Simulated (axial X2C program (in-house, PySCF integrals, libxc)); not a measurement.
# BH⁺: bond curves with and without spin–orbit coupling

What are the state, bond length, wavenumber and bond energy of BH⁺, and what does spin–orbit coupling change?

The runs use an in-house X2C program for linear molecules on PySCF integrals; all-electron X2C, B dyall-v3z, H dyall-v3z.

All values are calculated.

**1. Set-up**

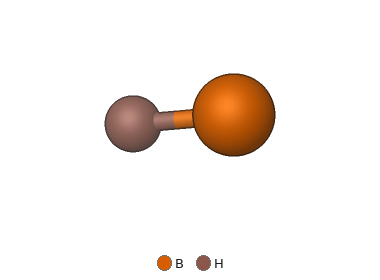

The two atoms at 1.170 Å (boron orange, hydrogen brown).

Input file task.json:

```json
{"zs": [5, 1], "q": 1, "bas": ["dyall-v3z", "dyall-v3z"], "levels": ["PBE0", "HF", "M06"], "cc": true, "r0": 1.17, "thr": -2.0, "nmax": 90, "npts": 10, "nst": 2, "ntry": 6}
```

Keys: zs atomic numbers; q charge; bas basis sets; levels methods (HF also brings MP2); cc coupled cluster on or off; r0 starting distance in Å; thr threshold in hartree for freezing inner shells (an s shell follows its p shell); nmax most natural virtual spinors; npts points asked for on the curve; nst determinants followed; ntry starts of the search.

Command:

```sh
> python so2c.py task.json out
```

Spin-free means the one-electron spin-free X2C Hamiltonian; two-component (2c) means X2C with spin–orbit coupling and atomic mean-field two-electron Coulomb and Gaunt terms. Basis: B dyall-v3z contracted to [7s6p2d1f], H dyall-v3z contracted to [6s2p1d]; Gaussian nuclei, density fitting. Masses: B 11.009 u, H 1.008 u.

Notation: σ, π±, δ± give the projection m of an orbital's angular momentum (0, ±1, ±2), α and β its spin, Λ and M_S the sums; ω is the projection of a spinor's total angular momentum and Ω the sum. Logs are in hartree.

The results follow Hamiltonian by Hamiltonian and level by level.

**2. State search with PBE0**

PBE0 moves the distance from 1.170 Å to 1.208 Å and compares determinants there.

Spin-free determinants:

```json
{"ΔE (eV)": "0.00", "state": "M_S = 1/2, Λ = 0", "open shells": "beyond closed shells: σα"}
{"ΔE (eV)": "3.28", "state": "M_S = 1/2, Λ = 1", "open shells": "beyond closed shells: π+α"}
```

Two-component determinants:

```
ΔE (eV)    state                    open shells
   0.00  Ω = 1/2  excess of +ω over −ω: ω = 1/2
   3.28  Ω = 3/2  excess of +ω over −ω: ω = 3/2
```

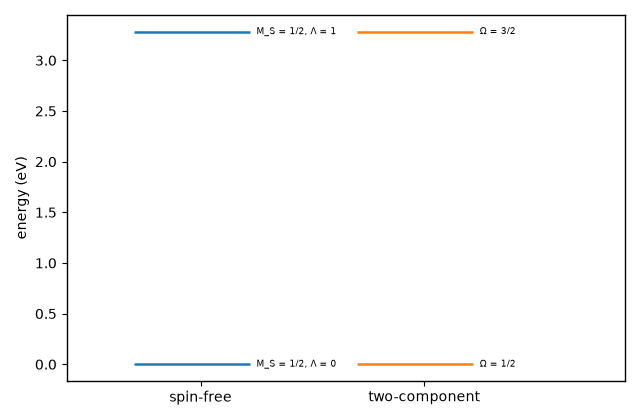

The determinants found, each set from its own lowest.

**3. PBE0, spin-free**

State followed: M_S = 1/2, Λ = 0 (beyond closed shells: σα). The scan is laid around 1.208 Å, a first estimate of the minimum, and this SCF restarts from the orbitals of the search.

The SCF at the reference distance of 1.208 Å:

```text
spin-free X2C-1e  PBE0
basis functions 59  fitting functions 360  grid points 4345
iter        total energy     max residual
   1        -24.906512636     2.98e-05
   2        -24.906512648     1.25e-05
   3        -24.906512650     2.66e-06
converged
one-electron -35.05074098  Coulomb 11.94744072  exact exchange -0.97818839  xc functional -3.01532703  nuclear repulsion 2.19030303
```

Along the bond, energies from the lowest point:

```tsv
R (Å)	E (eV)	μ (D)	HOMO (eV)	LUMO (eV)	iterations
1.051	0.3565	0.23	-18.29	-12.03	10
1.099	0.1554	0.27	-18.22	-12.05	8
1.135	0.0643	0.31	-18.17	-12.07	8
1.172	0.0148	0.35	-18.11	-12.10	7
1.208	0.0000	0.39	-18.06	-12.12	3
1.250	0.0185	0.44	-17.99	-12.14	7
1.293	0.0677	0.49	-17.92	-12.16	7
1.347	0.1652	0.57	-17.83	-12.19	7
1.413	0.3210	0.67	-17.72	-12.21	7
1.510	0.5864	0.83	-17.56	-12.23	9
```

Dipoles are positive if H is the positive end and refer to the centre of mass.

Outer orbitals at the reference distance:

```
symmetry  occupied  ε (eV)           atomic character
      σα       yes  -23.32   47% B s, 42% H s, 5% H p
      σβ       yes  -22.45  43% H s, 40% B s, 11% B p
      σα       yes  -18.06  65% B p, 23% B s, 10% H s
      σβ        no  -12.12   54% B p, 33% B s, 8% H s
     π-α        no  -11.67            93% B p, 6% H p
     π+α        no  -11.67            93% B p, 6% H p
     π-β        no  -10.69            92% B p, 6% H p
```

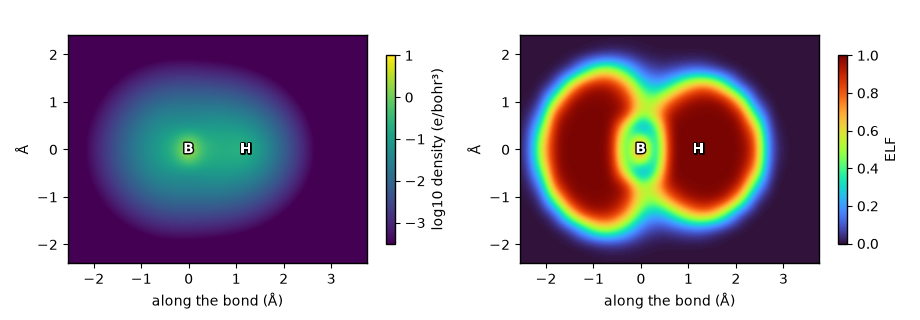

PBE0 fields in a plane through the axis, from a grid of 0.3 Å; B lies at z = 0 and H at z = 1.208 Å; the ELF is damped to zero where the density is low.

Re = 1.207 Å, ωe = 2532 cm⁻¹, ωexe = 58.8 cm⁻¹, Be = 12.52 cm⁻¹, De = 2.62 eV, μ = 0.39 D.

**4. HF, spin-free**

The SCF at the reference distance of 1.208 Å:

```text
spin-free X2C-1e  HF
basis functions 59  fitting functions 360  grid points 4345
iter        total energy     max residual
   1        -24.825750779     9.19e-02
   2        -24.828738805     5.71e-03
   3        -24.828999055     4.18e-03
   4        -24.829028412     1.54e-03
   5        -24.829034016     3.42e-04
   6        -24.829034989     2.75e-04
   7        -24.829035220     9.37e-05
   8        -24.829035247     1.96e-05
   9        -24.829035251     1.26e-05
  10        -24.829035252     4.23e-06
  11        -24.829035252     3.17e-07
converged
one-electron -35.03059806  Coulomb 11.94053928  exact exchange -3.92927950  xc functional 0.00000000  nuclear repulsion 2.19030303
```

Re = 1.186 Å, ωe = 2719 cm⁻¹, ωexe = 56.6 cm⁻¹, Be = 12.98 cm⁻¹, De = 2.31 eV, μ = 0.29 D.

**5. M06, spin-free**

The SCF at the reference distance of 1.208 Å:

```text
spin-free X2C-1e  M06
basis functions 59  fitting functions 360  grid points 4345
iter        total energy     max residual
   1        -24.929746248     8.00e-02
   2        -24.931425438     5.01e-02
   3        -24.932122889     1.89e-02
   4        -24.932205451     2.49e-03
   5        -24.932211878     7.39e-04
   6        -24.932212606     1.97e-04
   7        -24.932212647     3.36e-05
   8        -24.932212651     2.48e-05
   9        -24.932212652     5.95e-06
converged
one-electron -35.04852368  Coulomb 11.94682503  exact exchange -1.05617878  xc functional -2.96463824  nuclear repulsion 2.19030303
```

Re = 1.208 Å, ωe = 2512 cm⁻¹, ωexe = 44.4 cm⁻¹, Be = 12.51 cm⁻¹, De = 2.50 eV, μ = 0.39 D.

**6. Correlated methods, spin-free**

Correlated methods: 3 electrons correlated (frozen shells, counted by type: B 1 s; H none), 109 virtual spinors in MP2, 39 natural virtuals in coupled cluster.

Output of the correlated part at 1.208 Å:

```text
correlated 3  virtual 109  natural virtual 39  E(MP2) -0.039127377  MP2 remainder -0.001458636
iter   CCSD correlation   residual
   1     -0.046185264   7.32e-02
   2     -0.050381991   3.20e-02
   3     -0.050757856   9.76e-03
   4     -0.050813648   2.50e-03
   5     -0.050808405   4.73e-04
   6     -0.050816247   1.10e-04
   7     -0.050813486   2.25e-05
   8     -0.050813999   4.76e-06
   9     -0.050813995   7.86e-07
(T) -0.000617043  T1 0.0166  D1 0.0210  max T2 0.073
```

T1 in the output is the amplitude norm over the root of the electron number; divide by √2 for the Lee–Taylor value.

MP2: Re = 1.193 Å, ωe = 2659 cm⁻¹, Be = 12.83 cm⁻¹, De = 2.35 eV.

CCSD: Re = 1.206 Å, ωe = 2519 cm⁻¹, ωexe = 64.6 cm⁻¹, Be = 12.55 cm⁻¹, De = 2.09 eV. T1 at Re = 0.012 (Lee–Taylor, the printed value over √2).

CCSD(T): Re = 1.207 Å, ωe = 2512 cm⁻¹, ωexe = 64.3 cm⁻¹, Be = 12.53 cm⁻¹, De = 2.11 eV. T1 at Re = 0.012 (Lee–Taylor, the printed value over √2).

**7. The spin-free curves together**

Energy (eV) of the followed determinant, spin-free, from each level's lowest point:

```tsv
R (Å)	PBE0	HF	MP2	CCSD	CCSD(T)	M06
1.051	0.357	0.290	0.310	n/a	n/a	0.341
1.099	0.155	0.108	0.122	0.151	0.153	0.151
1.135	0.064	0.033	0.041	0.062	0.063	0.063
1.172	0.015	0.000	0.003	0.014	0.014	0.015
1.208	0.000	0.003	0.000	0.000	0.000	0.000
1.250	0.018	0.043	0.033	0.019	0.018	0.018
1.293	0.068	0.115	0.098	0.068	0.067	0.067
1.347	0.165	0.242	0.216	0.164	0.162	0.166
1.413	0.321	0.433	0.401	n/a	n/a	0.327
1.510	0.586	0.743	0.714	n/a	n/a	0.601
```

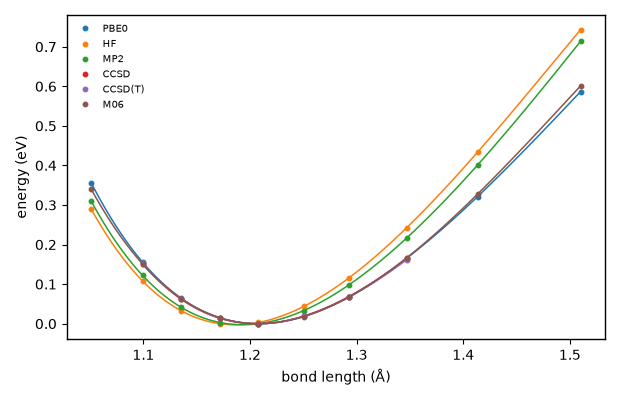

Curves of the followed state, spin-free, each from its own lowest point.

**8. PBE0, 2c**

State followed: Ω = 1/2 (excess of +ω over −ω: ω = 1/2). The scan is laid around 1.208 Å, a first estimate of the minimum, and this SCF restarts from the orbitals of the search.

Output at 1.208 Å:

```text
two-component X2C + atomic mean field  PBE0
basis functions 59  fitting functions 360  grid points 4345
iter        total energy     max residual
   1        -24.905744589     4.02e-05
   2        -24.905744594     8.03e-06
converged
one-electron -35.04890386  Coulomb 11.94697811  exact exchange -0.97814841  xc functional -3.01520669  nuclear repulsion 2.19030303  atomic mean-field constant -0.00076677
```

Along the bond, energies from the lowest point:

```tsv
R (Å)	E (eV)	μ (D)	HOMO (eV)	LUMO (eV)	iterations
1.051	0.3567	0.23	-18.29	-12.03	10
1.099	0.1555	0.27	-18.22	-12.05	8
1.135	0.0644	0.31	-18.17	-12.07	8
1.172	0.0148	0.34	-18.11	-12.10	7
1.208	0.0000	0.39	-18.06	-12.12	2
1.250	0.0184	0.44	-17.99	-12.14	7
1.293	0.0677	0.49	-17.92	-12.16	7
1.347	0.1651	0.57	-17.83	-12.19	7
1.413	0.3209	0.67	-17.72	-12.21	7
1.510	0.5862	0.83	-17.56	-12.23	9
```

Dipoles are positive if H is the positive end and refer to the centre of mass.

Outer spinors at the reference distance:

| ω | occupied | ε (eV) | atomic character | λ mixture |
| --- | --- | --- | --- | --- |
| 1/2 | yes | -23.32 | 47% B s, 42% H s, 5% H p | 100% σ |
| -1/2 | yes | -22.45 | 43% H s, 40% B s, 11% B p | 100% σ |
| 1/2 | yes | -18.06 | 65% B p, 23% B s, 10% H s | 100% σ |
| -1/2 | no | -12.12 | 54% B p, 33% B s, 8% H s | 100% σ |
| -1/2 | no | -11.67 | 93% B p, 6% H p | 100% π |
| 3/2 | no | -11.66 | 93% B p, 6% H p | 100% π |
| 1/2 | no | -10.69 | 92% B p, 6% H p | 100% π |

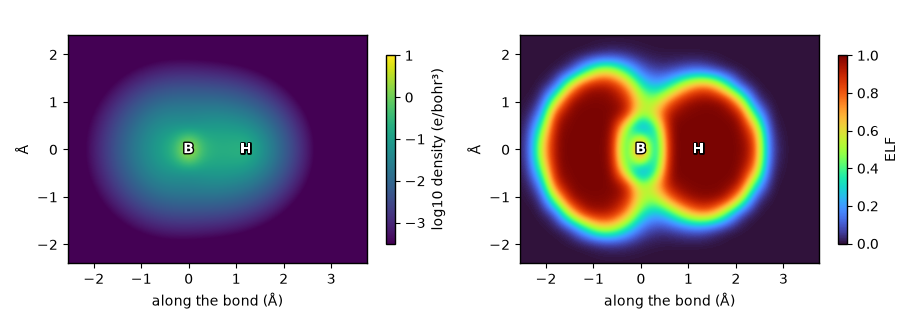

PBE0 fields in a plane through the axis, from a grid of 0.3 Å; B lies at z = 0 and H at z = 1.208 Å; the ELF is damped to zero where the density is low.

Re = 1.208 Å, ωe = 2531 cm⁻¹, ωexe = 58.8 cm⁻¹, Be = 12.52 cm⁻¹, De = 2.62 eV, μ = 0.39 D.

**9. HF, 2c**

Output at 1.208 Å:

```text
two-component X2C + atomic mean field  HF
basis functions 59  fitting functions 360  grid points 4345
iter        total energy     max residual
   1        -24.824983130     9.19e-02
   2        -24.827971457     5.71e-03
   3        -24.828231862     4.18e-03
   4        -24.828261259     1.54e-03
   5        -24.828266877     3.43e-04
   6        -24.828267853     2.76e-04
   7        -24.828268084     9.38e-05
   8        -24.828268111     1.96e-05
   9        -24.828268116     1.26e-05
  10        -24.828268116     4.23e-06
  11        -24.828268116     3.09e-07
converged
one-electron -35.02874254  Coulomb 11.94005549  exact exchange -3.92911732  xc functional 0.00000000  nuclear repulsion 2.19030303  atomic mean-field constant -0.00076677
```

Re = 1.186 Å, ωe = 2719 cm⁻¹, ωexe = 56.6 cm⁻¹, Be = 12.98 cm⁻¹, De = 2.31 eV, μ = 0.29 D.

**10. M06, 2c**

Output at 1.208 Å:

```text
two-component X2C + atomic mean field  M06
basis functions 59  fitting functions 360  grid points 4345
iter        total energy     max residual
   1        -24.928978344     8.00e-02
   2        -24.930657086     5.01e-02
   3        -24.931354186     1.89e-02
   4        -24.931436824     2.50e-03
   5        -24.931443245     7.41e-04
   6        -24.931443974     1.96e-04
   7        -24.931444015     3.37e-05
   8        -24.931444018     2.46e-05
   9        -24.931444019     5.97e-06
converged
one-electron -35.04666351  Coulomb 11.94633529  exact exchange -1.05613464  xc functional -2.96451742  nuclear repulsion 2.19030303  atomic mean-field constant -0.00076677
```

Re = 1.208 Å, ωe = 2512 cm⁻¹, ωexe = 44.4 cm⁻¹, Be = 12.51 cm⁻¹, De = 2.50 eV, μ = 0.39 D.

**11. Correlated methods, 2c**

Correlated methods: 3 electrons correlated (frozen shells, counted by type: B 1 s; H none), 109 virtual spinors in MP2, 39 natural virtuals in coupled cluster.

Output of the correlated part at 1.208 Å:

```text
correlated 3  virtual 109  natural virtual 39  E(MP2) -0.039126661  MP2 remainder -0.001458652
iter   CCSD correlation   residual
   1     -0.046184273   7.32e-02
   2     -0.050380824   3.20e-02
   3     -0.050756686   9.76e-03
   4     -0.050812476   2.50e-03
   5     -0.050807235   4.73e-04
   6     -0.050815076   1.10e-04
   7     -0.050812315   2.25e-05
   8     -0.050812829   4.76e-06
   9     -0.050812824   7.88e-07
(T) -0.000617021  T1 0.0166  D1 0.0210  max T2 0.073
```

MP2: Re = 1.193 Å, ωe = 2659 cm⁻¹, Be = 12.83 cm⁻¹, De = 2.35 eV.

CCSD: Re = 1.206 Å, ωe = 2519 cm⁻¹, ωexe = 64.6 cm⁻¹, Be = 12.54 cm⁻¹, De = 2.09 eV. T1 at Re = 0.012 (Lee–Taylor, the printed value over √2).

CCSD(T): Re = 1.207 Å, ωe = 2512 cm⁻¹, ωexe = 64.3 cm⁻¹, Be = 12.53 cm⁻¹, De = 2.11 eV. T1 at Re = 0.012 (Lee–Taylor, the printed value over √2).

**12. The 2c curves together**

Energy (eV) of the followed determinant, 2c, from each level's lowest point:

```tsv
R (Å)	PBE0	HF	MP2	CCSD	CCSD(T)	M06
1.051	0.357	0.290	0.310	n/a	n/a	0.341
1.099	0.156	0.108	0.122	0.151	0.153	0.151
1.135	0.064	0.033	0.041	0.062	0.063	0.063
1.172	0.015	0.000	0.003	0.014	0.014	0.015
1.208	0.000	0.003	0.000	0.000	0.000	0.000
1.250	0.018	0.043	0.033	0.019	0.018	0.018
1.293	0.068	0.115	0.098	0.068	0.067	0.067
1.347	0.165	0.242	0.216	0.164	0.162	0.166
1.413	0.321	0.433	0.401	n/a	n/a	0.327
1.510	0.586	0.743	0.713	n/a	n/a	0.601
```

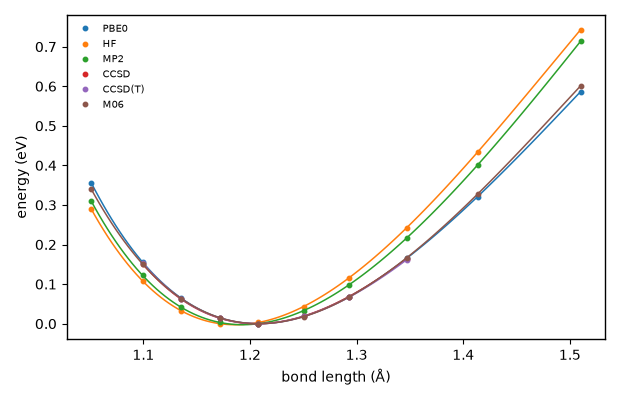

Curves of the followed state, 2c, each from its own lowest point.

The whole job took 13 s on 1 thread of Arm Neoverse V1, shared host; peak memory 0.19 GiB.

**13. Results**

Lowest determinant that the search found at its distance, spin-free: M_S = 1/2, Λ = 0 (beyond closed shells: σα).

Lowest determinant that the search found at its distance, 2c: Ω = 1/2 (excess of +ω over −ω: ω = 1/2).

```
Hamiltonian    level  Re (Å)  ωe (cm⁻¹)  De (eV)  μ (D)
  spin-free     PBE0   1.207       2532     2.62   0.39
  spin-free       HF   1.186       2719     2.31   0.29
  spin-free      MP2   1.193       2659     2.35    n/a
  spin-free     CCSD   1.206       2519     2.09    n/a
  spin-free  CCSD(T)   1.207       2512     2.11    n/a
  spin-free      M06   1.208       2512     2.50   0.39
         2c     PBE0   1.208       2531     2.62   0.39
         2c       HF   1.186       2719     2.31   0.29
         2c      MP2   1.193       2659     2.35    n/a
         2c     CCSD   1.206       2519     2.09    n/a
         2c  CCSD(T)   1.207       2512     2.11    n/a
         2c      M06   1.208       2512     2.50   0.39
```

Dipoles are positive if H is the positive end and refer to the centre of mass.

Time per point (s) on 1 thread of Arm Neoverse V1, shared host (2c runs; CCSD comes with the CCSD(T) run); the times are rough: PBE0 0.091, HF 0.038, MP2 0.044, CCSD(T) 0.14, M06 0.22.

What this shows: At CCSD(T), going from spin-free to two-component changes Re by 0 mÅ, ωe by 0.0 %; the spin-free picture holds up (part of it comes from the scalar share of the two-electron terms). De moves by 0.00 eV; both De rest on single-determinant atoms, which can miss part of an open shell's spin–orbit lowering.

De refers to B+ + H, each in the lowest determinant found, which need not be this curve's own limit. The state is a single determinant with fixed occupations, the lowest that a limited PBE0 search found. Dissociation energies refer to the lowest single-determinant-based atoms at the same level and basis. Density functionals use the spin component along the axis (collinear). CCSD and (T) use frozen natural virtuals with an MP2 correction for the truncation. The meta-GGAs lack a current-density term, which matters for open shells with orbital currents, atoms included.
